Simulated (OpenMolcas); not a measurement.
## Multiconfigurational calculation: Rh³⁺ complex (part 2 of 2)

Continued. System: Rh³⁺ with 6 ligands (Br; octahedron, 2.758 Å), embedded in Cs2NaYBr6 by model potentials and point charges, whose field is part of the energies. Method: state-averaged CASSCF, active space 6 electrons in the shell 4d, basis ANO-RCC-VDZP on the metal and ANO-RCC-VDZP on the ligands, DKH2 scalar Hamiltonian, spin-orbit coupling by RASSI with atomic mean-field integrals (OpenMolcas).

### The program's output (extracts), continued
```
--- RASSI ---
SPIN-FREE ENERGIES:
  (Shifted by EMIN (a.u.) =     -20407.3181720051)

 SF State       Relative EMIN(au)   Rel lowest level(eV)    D:o, cm**(-1)

     1             0.0000000000        0.0000000000              0.0000
     2             0.0000000000        0.0000000000              0.0000
     3             0.0000000000        0.0000000000              0.0000
    51             0.0231038295        0.6286872279           5070.7045
     6             0.0233047600        0.6341548271           5114.8036
     7             0.0233047600        0.6341548271           5114.8036
     8             0.0233047600        0.6341548271           5114.8036
     9             0.0378060592        1.0287552793           8297.4709
    10             0.0378060592        1.0287552793           8297.4709
    11             0.0378060592        1.0287552793           8297.4709
    52             0.0492108747        1.3390961195          10800.5386
    53             0.0492108747        1.3390961195          10800.5386
    54             0.0492108747        1.3390961195          10800.5386
     4             0.0518944150        1.4121189703          11389.5076
     5             0.0518944150        1.4121189703          11389.5076
    14             0.0593173961        1.6141085763          13018.6636
    12             0.0593173961        1.6141085763          13018.6636
    13             0.0593173961        1.6141085763          13018.6636
    16             0.0648201571        1.7638463306          14226.3801
    15             0.0648201571        1.7638463306          14226.3801
    17             0.0648201571        1.7638463306          14226.3801
    55             0.0755985502        2.0571413489          16591.9639
    56             0.0755985502        2.0571413489          16591.9639
    57             0.0755985502        2.0571413489          16591.9639
    19             0.0802836494        2.1846293926          17620.2244
    20             0.0802836494        2.1846293926          17620.2244
    18             0.0802836494        2.1846293926          17620.2244
    21             0.0829492748        2.2571647544          18205.2615
    22             0.0829492748        2.2571647544          18205.2615
    25             0.0861410390        2.3440170834          18905.7728
    23             0.0861410390        2.3440170834          18905.7728
    24             0.0861410390        2.3440170834          18905.7728
    58             0.0977143046        2.6589416847          21445.8110
    59             0.0977143051        2.6589416982          21445.8111
    60             0.0985136376        2.6806926420          21621.2443
    61             0.0985136376        2.6806926420          21621.2443
    62             0.0985136376        2.6806926420          21621.2443
    63             0.1030416068        2.8039049615          22615.0187
    26             0.1154036571        3.1402934886          25328.1751
    27             0.1154036571        3.1402934886          25328.1751
Eigenvalues of complex Hamiltonian:
   -----------------------------------
  (Shifted by EMIN (a.u.) =     -20407.3181720051)

 SO State       Relative EMIN(au)   Rel lowest level(eV)    D:o, cm**(-1)

     1            -0.0056626535        0.0000000000              0.0000
     2            -0.0056626535        0.0000000001              0.0000
     3            -0.0056626535        0.0000000000              0.0000
     4            -0.0034374053        0.0605520865            488.3855
     5            -0.0034374053        0.0605520867            488.3855
     6            -0.0028628880        0.0761855012            614.4775
     7            -0.0028628880        0.0761855013            614.4775
     8            -0.0028628880        0.0761855011            614.4775
     9            -0.0002548318        0.1471543247           1186.8797
    10             0.0010510048        0.1826879497           1473.4777
    11             0.0010510048        0.1826879498           1473.4777
    12             0.0010510048        0.1826879497           1473.4777
    13             0.0014271985        0.1929247001           1556.0426
    14             0.0014271985        0.1929247001           1556.0426
    15             0.0014271985        0.1929247001           1556.0426
    16             0.0164261317        0.6010664657           4847.9280
    17             0.0201571935        0.7025938278           5666.8014
    18             0.0201571934        0.7025938261           5666.8014
    19             0.0212187645        0.7314806465           5899.7893
    20             0.0212187645        0.7314806478           5899.7893
    21             0.0212187645        0.7314806469           5899.7893
    22             0.0257110585        0.8537221954           6885.7339
    23             0.0257110586        0.8537221975           6885.7339
    24             0.0257110586        0.8537221983           6885.7339
    25             0.0342515651        1.0861212188           8760.1584
    26             0.0342515650        1.0861212170           8760.1584
    27             0.0342515650        1.0861212161           8760.1584
    28             0.0347674524        1.1001592273           8873.3826
    29             0.0361434077        1.1376008786           9175.3699
    30             0.0361434078        1.1376008798           9175.3699
    31             0.0390647770        1.2170953871           9816.5363
    32             0.0390647770        1.2170953878           9816.5363
    33             0.0390647770        1.2170953874           9816.5363
    34             0.0400089846        1.2427885844          10023.7659
    35             0.0479018514        1.4575644306          11756.0500
    36             0.0479018514        1.4575644304          11756.0500
    37             0.0479018514        1.4575644307          11756.0500
    38             0.0488181242        1.4824974838          11957.1486
    39             0.0494049435        1.4984656508          12085.9405
    40             0.0494049435        1.4984656507          12085.9405
    41             0.0500836759        1.5169349000          12234.9051
Weights of the five most important spin-orbit-free states for each spin-orbit state.

 SO State  Total energy (au)           Spin-free states, spin, and weights
 -------------------------------------------------------------------------------------------------------
    1        -0.005663       3 2.0  0.3543    2 2.0  0.3182    1 2.0  0.3126   28 1.0  0.0039   11 1.0  0.0025
    2        -0.005663       1 2.0  0.3584    3 2.0  0.3136    2 2.0  0.3131   28 1.0  0.0039   10 1.0  0.0026
    3        -0.005663       2 2.0  0.3538    3 2.0  0.3172    1 2.0  0.3141   28 1.0  0.0039   11 1.0  0.0026
    4        -0.003437       1 2.0  0.5881    3 2.0  0.2914    2 2.0  0.0657    6 1.0  0.0187   10 1.0  0.0097
    5        -0.003437       2 2.0  0.5644    3 2.0  0.3387    1 2.0  0.0420    8 1.0  0.0180    7 1.0  0.0106
    6        -0.002863       3 2.0  0.7754    1 2.0  0.1065    2 2.0  0.0809    6 1.0  0.0076    8 1.0  0.0076
    7        -0.002863       2 2.0  0.7894    1 2.0  0.0912    3 2.0  0.0821    7 1.0  0.0076    6 1.0  0.0076
    8        -0.002863       1 2.0  0.7651    3 2.0  0.1053    2 2.0  0.0924    7 1.0  0.0076    8 1.0  0.0076
    9        -0.000255       2 2.0  0.2948    3 2.0  0.2948    1 2.0  0.2948    7 1.0  0.0283    8 1.0  0.0283
   10         0.001051       1 2.0  0.4080    3 2.0  0.2837    2 2.0  0.2551    6 1.0  0.0223    7 1.0  0.0121
   11         0.001051       3 2.0  0.4110    2 2.0  0.4050    1 2.0  0.1308    7 1.0  0.0223    8 1.0  0.0223
   12         0.001051       1 2.0  0.4081    2 2.0  0.2867    3 2.0  0.2520    6 1.0  0.0223    8 1.0  0.0122
```

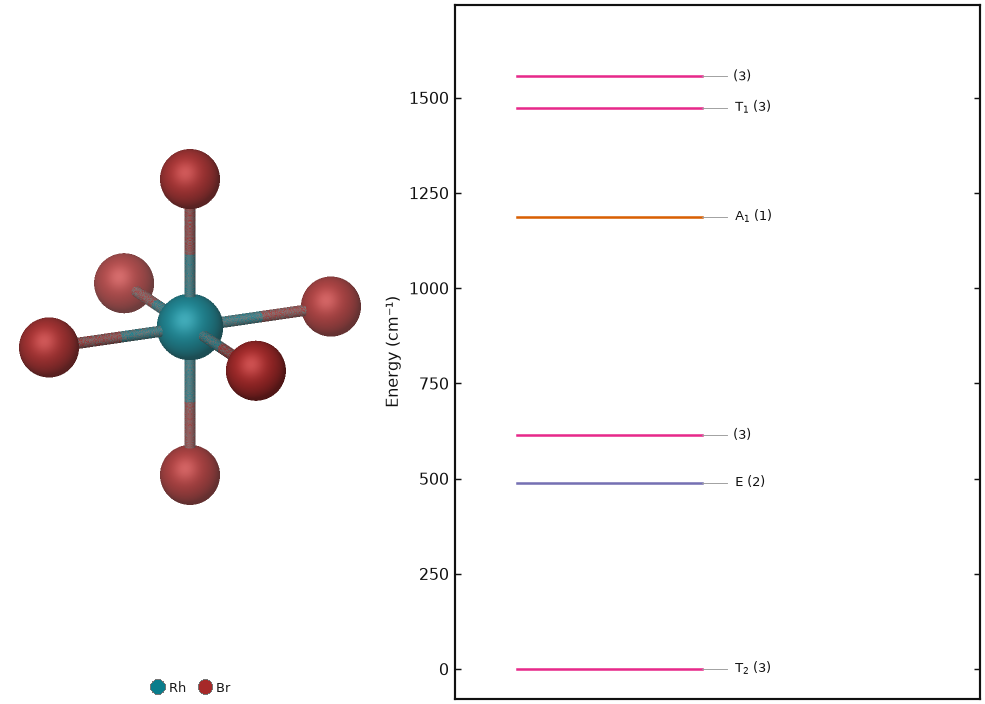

*Rh³⁺ (4d⁶) as a dopant in Cs₂NaYBr₆, a cluster with its 6 nearest Br⁻ at 2.758 Å (octahedron) embedded in model potentials and point charges; the geometry was set, not optimised, and its levels. Labels give the representation in O, Td, D4 or D3 as the site allows (double group for half-integer spin) where it could be assigned and, in brackets, the degeneracy; spin-free states, where drawn, share the zero of the spin-orbit levels.*

The ground level is T₂, 3-fold degenerate, 99 % from states of spin multiplicity 5. The next level lies at 488 cm⁻¹ (E). The active orbitals hold 69 to 95 % metal character (Löwdin), and the Mulliken charge of the metal is +0.81.

### Input
```
&GATEWAY
Basis set
Rh.ANO-RCC-VDZP.
Rh1 0.0 0.0 0.0 Angstrom
End of basis
Basis set
Br.ANO-RCC-VDZP.
L1 2.758000 0.000000 0.000000 Angstrom
L2 0.000000 2.758000 0.000000 Angstrom
L3 0.000000 0.000000 2.758000 Angstrom
End of basis
Basis set
Na.EMB-AIMP.Al-Abdalla.7s4p.1s1p.ECP.Cs2NaYBr6.
PseudoCharge
* 3 symmetry-unique lattice sites within 7.6 angstrom
End of basis
Basis set
Cs.EMB-AIMP.Al-Abdalla.0s.0s.ECP.Cs2NaYBr6.
PseudoCharge
* 4 symmetry-unique lattice sites within 7.6 angstrom
End of basis
Basis set
Br.EMB-AIMP.Al-Abdalla.0s.0s.ECP.Cs2NaYBr6.
PseudoCharge
* 12 symmetry-unique lattice sites within 7.6 angstrom
End of basis
Symmetry
XYZ
AngMom=0.0 0.0 0.0
AMFI
RICD
XField
1570 Angstrom 0
* Evjen-weighted lattice charges
&SEWARD
&RASSCF
FileOrb=start.orb
Symmetry=1
Spin=5
nActEl=6 0 0
Inactive=63 63
Ras2=5 0
CIRoot=5 5 1
SDav=5
CIMx=300
Iter=150 100
PrWF=0.3
OrbListing=Nothing
MaxOrb=0
LevShft=1.0
>>> COPY $Project.JobIph JOB001
&RASSCF
FileOrb=start.orb
Symmetry=1
Spin=3
nActEl=6 0 0
Inactive=63 63
Ras2=5 0
CIRoot=45 45 1
SDav=45
CIMx=300
Iter=150 100
PrWF=0.3
OrbListing=Nothing
MaxOrb=0
LevShft=1.0
>>> COPY $Project.JobIph JOB002
&RASSCF
FileOrb=start.orb
Symmetry=1
Spin=1
nActEl=6 0 0
Inactive=63 63
Ras2=5 0
CIRoot=50 50 1
SDav=50
CIMx=300
Iter=150 100
PrWF=0.3
OrbListing=Nothing
MaxOrb=0
LevShft=1.0
>>> COPY $Project.JobIph JOB003
&RASSI
NrOfJobIphs=3 5 45 50
1 2 3 4 5
1 2 3 4 5 6 7 8 9 10 11 12 13 14 15 16 17 18 19 20 21 22 23 24 25 26 27
28 29 30 31 32 33 34 35 36 37 38 39 40 41 42 43 44 45
1 2 3 4 5 6 7 8 9 10 11 12 13 14 15 16 17 18 19 20 21 22 23 24 25 26 27
28 29 30 31 32 33 34 35 36 37 38 39 40 41 42 43 44 45 46 47 48 49 50
IphNames
JOB001
JOB002
JOB003
EJob
SpinOrbit
DIPRint=1.0
SOCoupling=1000.0
Subsets=2
Property=9
'ANGMOM' 1 'ANGMOM' 2 'ANGMOM' 3 'MLTPL  1' 1 'MLTPL  1' 2 'MLTPL  1' 3
'AMFI' 1 'AMFI' 2 'AMFI' 3
SOProperty=3
'ANGMOM' 1 'ANGMOM' 2 'ANGMOM' 3
```

The file start.orb holds starting orbitals from an earlier step. A driver script formed the levels outside the program, from RASSI's spin-orbit matrix and the active-space energies, averaged over the components of each term or state.

Launched with:
```bash
OMP_NUM_THREADS=1 MOLCAS_MEM=2457 MOLCAS_PROJECT=a pymolcas a.inp > a.log  # once for each step of the input, in one work folder
```

### Results in brief

- outcome: converged
- energy of the lowest spin-free term: −20407.31817 hartree
- energy of the lowest spin-orbit level: −20407.32383 hartree
- largest spread among components of a term: 0.0 cm⁻¹
- hardware: 1 thread of Arm Neoverse V1, 24 GiB of memory available, shared host
- wall time: 3.4 min
- peak memory: 0.38 GiB

### Notes

Without dynamic correlation the splittings between terms come out too large, often by 20 to 50 %. Limits: small active space favours high spin, ground spin may be wrong; covalent bonds, ligand orbitals missing from the active space; the geometry is set by hand, with no relaxation.
